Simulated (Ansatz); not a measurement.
**Run report: GeH4O2, geometry relaxation**

The run: geometry relaxation of GeH4O2. Method and program: RKS BLYP/def2-SVP (Ansatz 0.2.0).

It belongs to a series of runs on one base structure; here: end point B relaxed.

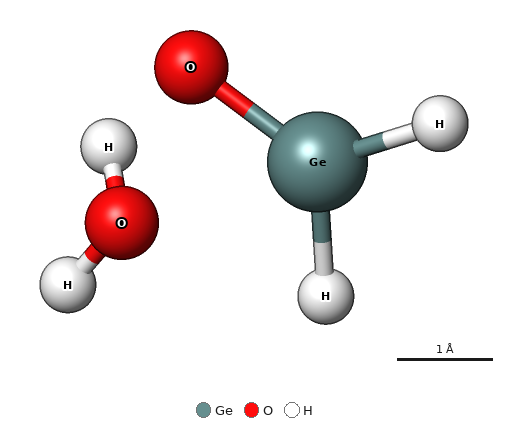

Fig. 1: The input geometry (ball-and-stick view, seen at a tilt). Sticks mark near contacts. Bond lengths as drawn: Ge–H 1.56 Å, Ge–O 1.67 Å and H–O 0.98 Å.

Input file
```yaml
crystal:
  periodic: [false, false, false]
  atoms:
    - { symbol: Ge, position_ang: [-0.008483, -0.847207, 0.996354] }
    - { symbol: O, position_ang: [0.147249, 1.470144, -1.129888] }
    - { symbol: O, position_ang: [0.648782, -1.452175, -0.412935] }
    - { symbol: H, position_ang: [0.618207, 0.631068, -1.314528] }
    - { symbol: H, position_ang: [0.843607, -0.297932, 2.185204] }
    - { symbol: H, position_ang: [-1.547351, -0.833014, 1.272678] }
    - { symbol: H, position_ang: [-0.701911, 1.329015, -1.596986] }
basis:
  gaussian: { orbitals: def2-SVP }
hamiltonian:
  xc: blyp
relax:
  f_tol: 0.03
  max_steps: 50
output:
  orbitals: {}
```

Hardware: 2 threads of Arm Neoverse V1, 24 GiB of memory available, shared host.

Launched with:
```bash
ansatz run input.yaml --threads 2 --pin off --max-ram 3072MiB --backend cpu --events-out ev --progress --plain --runs-dir out
```

Log
```
The last accepted step is kept in [file] (removed where the run ends without a failure and the disk answers)
Engine: ansatz 0.2.0, aarch64-unknown-linux-gnu
Functional definition: BLYP
  parameter beta = 0.0042
  parameter a = 0.04918
  parameter b = 0.132
  parameter c = 0.2533
  parameter d = 0.349
  exchange = b88_x(beta = beta)
  correlation = lyp_c(a = a, b = b, c = c, d = d)
869 factors; their error is unknown
mean field evaluation 1: about -60651.8942 eV, gradient 9.0e1 eV
mean field evaluation 2: about -60431.9113 eV, gradient 2.5e2 eV
mean field evaluation 4: about -60652.0568 eV, gradient 8.3e1 eV
mean field evaluation 8: about -60666.7580 eV, gradient 1.0e0 eV
mean field evaluation 16: about -60666.7100 eV, gradient 8.2e-4 eV
mean field -60666.70998041 eV, -2229.4604704073 hartree, gradient 1.9e-5 eV, S^2 0.000000; 0 other end points of the search recorded, 0 dependent functions left out
the calculation of the forces begins
reference -60666.71028549 eV, -2229.4604816184 hartree; 26, 26 occupied and 54, 54 virtual orbitals, 869 factors
relax step   1: F+E_penalty+E_count = -60666.70998041 eV  Δ(F+E_penalty+E_count) = +0.000e0 eV  max|allowed force component| = 2.823e-1 eV/Å  Δτ_max = 0.0000 Å  (28 SCF iters, accepted)
these checks for a lower state are left out or cut short: starts, cluster_reference, orbital_swaps, neighbouring_geometries, increment
869 factors; their error is unknown
mean field -60666.78163951 eV, -2229.4631038306 hartree, gradient 6.4e-5 eV, S^2 0.000000; 0 other end points of the search recorded, 0 dependent functions left out
the calculation of the forces begins
reference -60666.78194125 eV, -2229.4631149193 hartree; 26, 26 occupied and 54, 54 virtual orbitals, 869 factors
relax step   2: F+E_penalty+E_count = -60666.78163951 eV  Δ(F+E_penalty+E_count) = -7.166e-2 eV  max|allowed force component| = 6.766e-1 eV/Å  Δτ_max = 0.1956 Å  (31 SCF iters, accepted)
these checks for a lower state are left out or cut short: starts, cluster_reference, orbital_swaps, neighbouring_geometries, increment
869 factors; their error is unknown
mean field -60666.90965209 eV, -2229.4678082061 hartree, gradient 8.3e-5 eV, S^2 0.000000; 0 other end points of the search recorded, 0 dependent functions left out
the calculation of the forces begins
reference -60666.90994328 eV, -2229.4678189070 hartree; 26, 26 occupied and 54, 54 virtual orbitals, 869 factors
relax step   3: F+E_penalty+E_count = -60666.90965209 eV  Δ(F+E_penalty+E_count) = -1.280e-1 eV  max|allowed force component| = 4.517e-1 eV/Å  Δτ_max = 0.1925 Å  (32 SCF iters, accepted)
these checks for a lower state are left out or cut short: starts, cluster_reference, orbital_swaps, neighbouring_geometries, increment
869 factors; their error is unknown
mean field evaluation 32: about -60666.7480 eV, gradient 9.0e0 eV
mean field -60666.95289385 eV, -2229.4693973113 hartree, gradient 7.3e-5 eV, S^2 0.000000; 0 other end points of the search recorded, 0 dependent functions left out
the calculation of the forces begins
reference -60666.95318668 eV, -2229.4694080728 hartree; 26, 26 occupied and 54, 54 virtual orbitals, 869 factors
relax step   4: F+E_penalty+E_count = -60666.95289385 eV  Δ(F+E_penalty+E_count) = -4.324e-2 eV  max|allowed force component| = 5.292e-1 eV/Å  Δτ_max = 0.1951 Å  (31 SCF iters, accepted)
these checks for a lower state are left out or cut short: starts, cluster_reference, orbital_swaps, neighbouring_geometries, increment
869 factors; their error is unknown
mean field -60666.97884098 eV, -2229.4703508510 hartree, gradient 1.9e-5 eV, S^2 0.000000; 0 other end points of the search recorded, 0 dependent functions left out
the calculation of the forces begins
reference -60666.97912967 eV, -2229.4703614600 hartree; 26, 26 occupied and 54, 54 virtual orbitals, 869 factors
relax step   5: F+E_penalty+E_count = -60666.97884098 eV  Δ(F+E_penalty+E_count) = -2.595e-2 eV  max|allowed force component| = 3.828e-1 eV/Å  Δτ_max = 0.0866 Å  (30 SCF iters, accepted)
these checks for a lower state are left out or cut short: starts, cluster_reference, orbital_swaps, neighbouring_geometries, increment
869 factors; their error is unknown
mean field -60666.98053468 eV, -2229.4704130933 hartree, gradient 1.6e-5 eV, S^2 0.000000; 0 other end points of the search recorded, 0 dependent functions left out
the calculation of the forces begins
reference -60666.98082303 eV, -2229.4704236898 hartree; 26, 26 occupied and 54, 54 virtual orbitals, 869 factors
relax step   6: F+E_penalty+E_count = -60666.98053468 eV  Δ(F+E_penalty+E_count) = -1.694e-3 eV  max|allowed force component| = 4.073e-1 eV/Å  Δτ_max = 0.0959 Å  (28 SCF iters, accepted)
these checks for a lower state are left out or cut short: starts, cluster_reference, orbital_swaps, neighbouring_geometries, increment
869 factors; their error is unknown
mean field -60666.98821201 eV, -2229.4706952299 hartree, gradient 8.0e-5 eV, S^2 0.000000; 0 other end points of the search recorded, 0 dependent functions left out
the calculation of the forces begins
reference -60666.98850157 eV, -2229.4707058710 hartree; 26, 26 occupied and 54, 54 virtual orbitals, 869 factors
relax step   7: F+E_penalty+E_count = -60666.98821201 eV  Δ(F+E_penalty+E_count) = -7.677e-3 eV  max|allowed force component| = 1.345e-1 eV/Å  Δτ_max = 0.0715 Å  (26 SCF iters, accepted)
these checks for a lower state are left out or cut short: starts, cluster_reference, orbital_swaps, neighbouring_geometries, increment
869 factors; their error is unknown
mean field -60666.98801788 eV, -2229.4706880957 hartree, gradient 1.3e-5 eV, S^2 0.000000; 0 other end points of the search recorded, 0 dependent functions left out
the calculation of the forces begins
reference -60666.98830704 eV, -2229.4706987223 hartree; 26, 26 occupied and 54, 54 virtual orbitals, 869 factors
relax step   8: F+E_penalty+E_count = -60666.98801788 eV  Δ(F+E_penalty+E_count) = +1.941e-4 eV  max|allowed force component| = 1.549e-1 eV/Å  Δτ_max = 0.0411 Å  (30 SCF iters, rejected (line search))
these checks for a lower state are left out or cut short: starts, cluster_reference, orbital_swaps, neighbouring_geometries, increment
869 factors; their error is unknown
mean field evaluation 64: about -60667.0311 eV, gradient 1.6e0 eV
mean field -60666.99027346 eV, -2229.4707709868 hartree, gradient 7.8e-5 eV, S^2 0.000000; 0 other end points of the search recorded, 0 dependent functions left out
the calculation of the forces begins
reference -60666.99056296 eV, -2229.4707816257 hartree; 26, 26 occupied and 54, 54 virtual orbitals, 869 factors
relax step   9: F+E_penalty+E_count = -60666.99027346 eV  Δ(F+E_penalty+E_count) = -2.061e-3 eV  max|allowed force component| = 3.679e-2 eV/Å  Δτ_max = 0.0203 Å  (26 SCF iters, accepted)
these checks for a lower state are left out or cut short: starts, cluster_reference, orbital_swaps, neighbouring_geometries, increment
869 factors; their error is unknown
mean field -60666.99071694 eV, -2229.4707872843 hartree, gradient 7.8e-5 eV, S^2 0.000000; 0 other end points of the search recorded, 0 dependent functions left out
the calculation of the forces begins
reference -60666.99100647 eV, -2229.4707979245 hartree; 26, 26 occupied and 54, 54 virtual orbitals, 869 factors
relax step  10: F+E_penalty+E_count = -60666.99071694 eV  Δ(F+E_penalty+E_count) = -4.435e-4 eV  max|allowed force component| = 1.568e-2 eV/Å  Δτ_max = 0.0167 Å  (26 SCF iters, accepted)
```

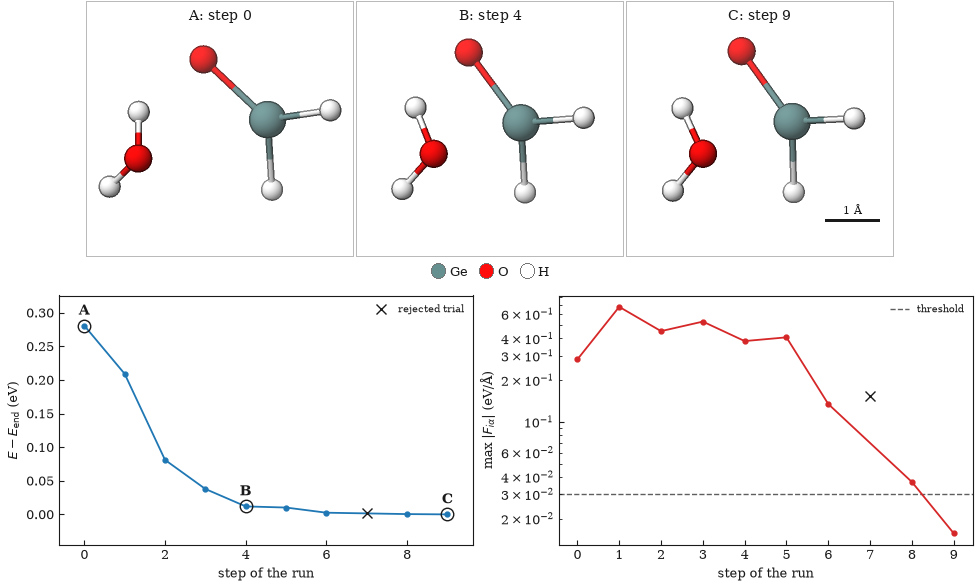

Fig. 2: Frames of the relaxation (ball-and-stick view, seen at a tilt) above the curves, on which the letters mark them (the first geometry is step 0 here and step 1 in the log).

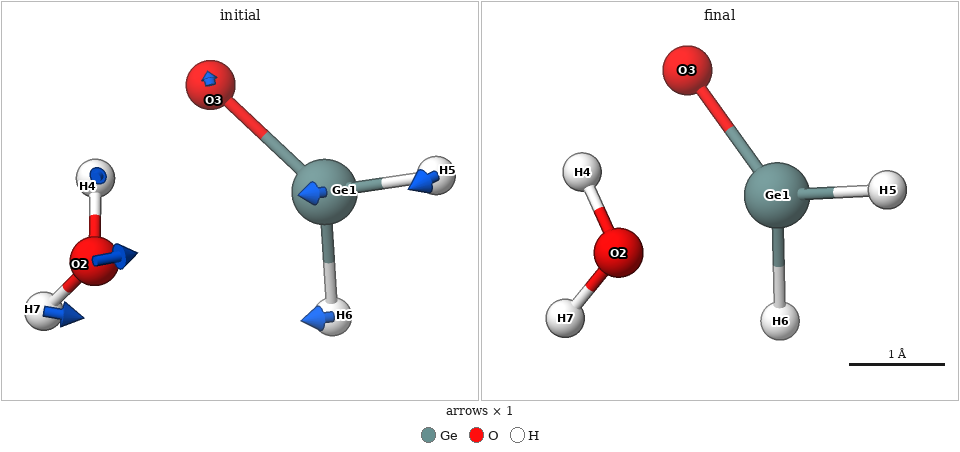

Fig. 3: Before (left) and after (right) the relaxation, at one scale (ball-and-stick view, seen at a tilt). The blue arrows give the displacements, at true length. The energy falls by 0.281 eV in 9 geometry steps. The largest force component goes from 0.28 to 0.016 eV/Å. The line search rejected the trial step at point 7 (counted from 0) and went back. The atom that moves furthest after the best rigid fit is O2 (0.55 Å). By element the largest moves are O 0.55 Å, H 0.45 Å, Ge 0.34 Å. Among the contacts that change: O2–H4 0.980 → 0.997 Å, Ge1–O3 1.669 → 1.680 Å, Ge1–H6 1.564 → 1.570 Å. Among the angles that change: H4–O2–H7 101.7° → 104.0°. (Atoms are counted from 1 in the order of the input.)

```
869 factors; their error is unknown
mean field -60666.99071694 eV, -2229.4707872843 hartree, gradient 7.8e-5 eV, S^2 0.000000; 1 other end points of the search recorded, 0 dependent functions left out
the calculation of the forces begins
reference -60666.99100647 eV, -2229.4707979245 hartree; 26, 26 occupied and 54, 54 virtual orbitals, 869 factors
Total energy: -60666.99100647 eV, -2229.4707979245 hartree
Atom 0 at     0.019020    -0.648012     0.727281 Å, force    -0.000358     0.007808     0.015678 eV/Å
Atom 1 at     0.123835     1.127417    -0.705779 Å, force     0.001472     0.004199     0.006675 eV/Å
Atom 2 at     0.751971    -1.556581    -0.480870 Å, force     0.003267    -0.008495    -0.006369 eV/Å
Atom 3 at     0.585080     0.446534    -1.268894 Å, force     0.006312    -0.003757    -0.006593 eV/Å
Atom 4 at     0.792957    -0.010994     1.927027 Å, force     0.000582    -0.001811    -0.002867 eV/Å
Atom 5 at    -1.533765    -0.620754     0.955363 Å, force    -0.003134    -0.002720    -0.002036 eV/Å
Atom 6 at    -0.738998     1.262290    -1.154229 Å, force    -0.008141     0.004777    -0.004488 eV/Å
Dipole moment:    -0.464297     0.591038    -0.001176 e Å
```

Trajectory as extended XYZ (Å, eV, eV/Å), 10 frames, from step=1 to step=10
```
7
Properties=species:S:1:pos:R:3:forces:R:3 step=1 energy=-60666.70998
Ge   -0.0085   -0.8472    0.9964   -0.0140   0.2823  -0.1986
O     0.1472    1.4701   -1.1299   -0.1461  -0.0345   0.2670
O     0.6488   -1.4522   -0.4129    0.0263  -0.0080  -0.0219
H     0.6182    0.6311   -1.3145    0.1155  -0.2278  -0.0429
H     0.8436   -0.2979    2.1852    0.0045  -0.0098  -0.0147
H    -1.5474   -0.8330    1.2727    0.0005  -0.0092   0.0027
H    -0.7019    1.3290   -1.5970    0.0133   0.0069   0.0084
7
Properties=species:S:1:pos:R:3:forces:R:3 step=2 energy=-60666.78164
Ge   -0.0070   -0.7518    0.9260    0.0019  -0.0203  -0.2336
O     0.1023    1.3664   -0.9703   -0.3142  -0.6766  -0.6347
O     0.6623   -1.4609   -0.4330    0.0284   0.0293   0.0145
H     0.6235    0.5890   -1.3222   -0.1658   0.3313   0.3777
H     0.8437   -0.2666    2.1462   -0.0088   0.1156  -0.0682
H    -1.5410   -0.8040    1.2372    0.0089   0.0951  -0.0484
H    -0.6836    1.3278   -1.5840    0.4495   0.1255   0.5928
7
Properties=species:S:1:pos:R:3:forces:R:3 step=3 energy=-60666.90965
Ge    0.0008   -0.6495    0.7873    0.0230  -0.2492  -0.0095
O     0.0977    1.2575   -0.8117   -0.2947  -0.4517  -0.3041
O     0.7001   -1.4969   -0.4848   -0.0421   0.1971   0.0175
H     0.5965    0.4861   -1.2003    0.1865   0.0790   0.0402
H     0.8336   -0.1478    2.0152   -0.0263   0.1624  -0.0981
H    -1.5332   -0.7044    1.1018   -0.0159   0.1168  -0.0792
H    -0.6953    1.2549   -1.4077    0.1695   0.1456   0.4333
7
Properties=species:S:1:pos:R:3:forces:R:3 step=4 energy=-60666.95289
Ge   -0.0106   -0.6184    0.7345    0.0594   0.1140   0.1000
O     0.1142    1.1117   -0.6894   -0.1339   0.1465  -0.5292
O     0.7083   -1.4259   -0.5480    0.1732  -0.4443  -0.1646
H     0.6357    0.4330   -1.2276   -0.0649   0.0348   0.3862
H     0.8150   -0.0464    1.9387   -0.0840   0.0114  -0.0390
H    -1.5520   -0.6336    1.0200   -0.0118   0.0125  -0.0111
H    -0.7106    1.1795   -1.2284    0.0620   0.1252   0.2578
7
Properties=species:S:1:pos:R:3:forces:R:3 step=5 energy=-60666.97884
Ge    0.0023   -0.6186    0.7122    0.2322  -0.1955   0.0175
O     0.1329    1.1347   -0.6923   -0.1280  -0.2781  -0.3828
O     0.7496   -1.4981   -0.5239   -0.1672   0.1523   0.1423
H     0.5821    0.3944   -1.2165    0.0424   0.2037   0.1440
H     0.7997   -0.0141    1.9169   -0.0520  -0.0017  -0.0295
H    -1.5434   -0.6276    0.9769   -0.0161   0.0115  -0.0403
H    -0.7232    1.2294   -1.1734    0.0887   0.1078   0.1487
7
Properties=species:S:1:pos:R:3:forces:R:3 step=6 energy=-60666.98054
Ge    0.0407   -0.6469    0.7315   -0.4073   0.0503  -0.1342
O     0.1187    1.1366   -0.7017   -0.0315  -0.2013  -0.1902
O     0.7618   -1.5515   -0.4860    0.0486  -0.0127  -0.0129
H     0.5744    0.4291   -1.2482   -0.0717   0.1853   0.0545
H     0.8021   -0.0251    1.9313    0.0858   0.0416   0.1432
H    -1.5328   -0.5671    0.9032    0.2081  -0.0661   0.0621
H    -0.7650    1.2248   -1.1303    0.1680   0.0030   0.0775
7
Properties=species:S:1:pos:R:3:forces:R:3 step=7 energy=-60666.98821
Ge    0.0208   -0.6400    0.7330   -0.1011   0.0158  -0.0399
O     0.1320    1.1395   -0.7162   -0.0615  -0.1345  -0.1035
O     0.7527   -1.5230   -0.4955    0.0062  -0.0370  -0.0131
H     0.5770    0.4238   -1.2578    0.0149   0.0790   0.0766
H     0.7958   -0.0284    1.9398    0.0213   0.0279   0.0382
H    -1.5384   -0.6148    0.9562    0.0820  -0.0019  -0.0051
H    -0.7398    1.2426   -1.1597    0.0382   0.0508   0.0468
7
Properties=species:S:1:pos:R:3:forces:R:3 step=8 energy=-60666.98802 accepted=F
Ge    0.0220   -0.6301    0.7180   -0.0753  -0.1549   0.1023
O     0.1212    1.1191   -0.6995   -0.0163   0.1076  -0.0030
O     0.7487   -1.5597   -0.4774    0.0334   0.0086  -0.0433
H     0.5887    0.4534   -1.2728    0.0572  -0.0650  -0.0431
H     0.7940   -0.0174    1.9300    0.0097   0.0455  -0.0053
H    -1.5329   -0.6167    0.9501    0.0264   0.0356  -0.0091
H    -0.7416    1.2513   -1.1486   -0.0351   0.0226   0.0015
7
Properties=species:S:1:pos:R:3:forces:R:3 step=9 energy=-60666.99027
Ge    0.0198   -0.6419    0.7290   -0.0141  -0.0368  -0.0334
O     0.1248    1.1306   -0.7083   -0.0197  -0.0201  -0.0322
O     0.7509   -1.5421   -0.4890   -0.0126   0.0124   0.0300
H     0.5832    0.4385   -1.2625    0.0268   0.0041   0.0141
H     0.7950   -0.0198    1.9344    0.0056   0.0125   0.0023
H    -1.5346   -0.6170    0.9561    0.0207   0.0013  -0.0008
H    -0.7390    1.2517   -1.1598   -0.0066   0.0267   0.0201
7
Properties=species:S:1:pos:R:3:forces:R:3 step=10 energy=-60666.99072
Ge    0.0190   -0.6480    0.7273   -0.0004   0.0078   0.0157
O     0.1238    1.1274   -0.7058    0.0015   0.0042   0.0067
O     0.7520   -1.5566   -0.4809    0.0033  -0.0085  -0.0064
H     0.5851    0.4465   -1.2689    0.0063  -0.0038  -0.0066
H     0.7930   -0.0110    1.9270    0.0006  -0.0018  -0.0029
H    -1.5338   -0.6208    0.9554   -0.0031  -0.0027  -0.0020
H    -0.7390    1.2623   -1.1542   -0.0081   0.0048  -0.0045
```

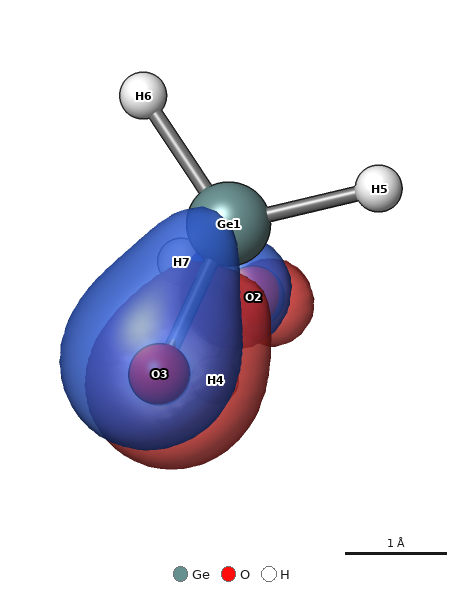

Fig. 4: One frontier orbital at ±0.15 Å⁻³ᐟ² (blue and red are the two phases), seen at an oblique angle. The HOMO−1, at −5.85 eV.

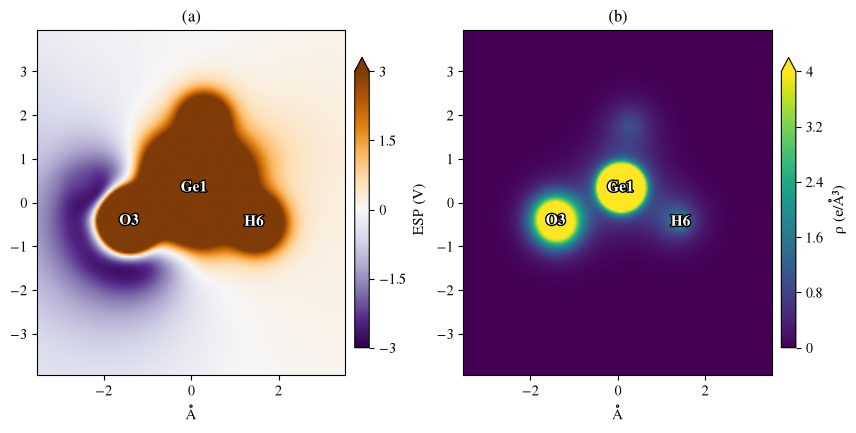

Fig. 5: (a) electrostatic potential; (b) electron density on the plane of atoms O3, Ge1 and H6. Atoms in the plane: Ge, O and H. Ge–O (1.68 Å): ρ at the midpoint is about 1.2 e/Å³. Ge–H (1.57 Å): ρ at the midpoint is about 0.98 e/Å³, with its minimum of 0.85 e/Å³ about 0.9 Å from Ge.

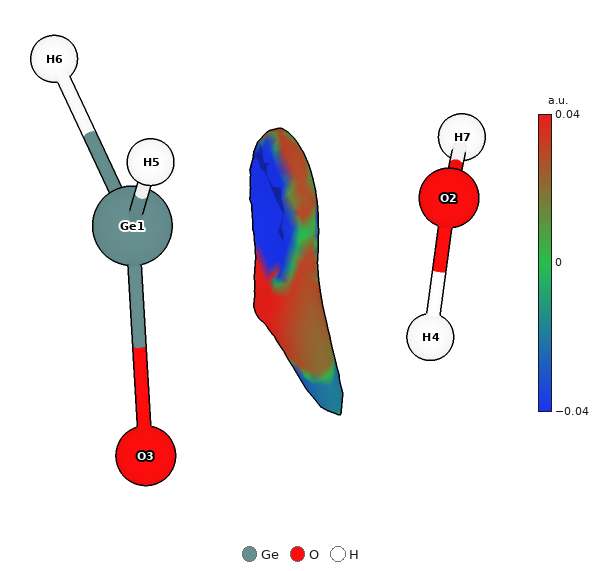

Fig. 6: Non-covalent interaction (NCI) plot: the surface where the reduced density gradient is 0.5, for densities under 0.05 a.u., coloured by sign(λ₂)ρ; seen at a tilt.

Results in brief

```csv
quantity,value
outcome,converged
total energy,−60666.9910 eV
mean-field energy,−60666.9910 eV
largest force (length of the vector) at the end,0.018 eV/Å
wall time,11 s (CPU time 21 s)
peak memory,0.14 GiB
```
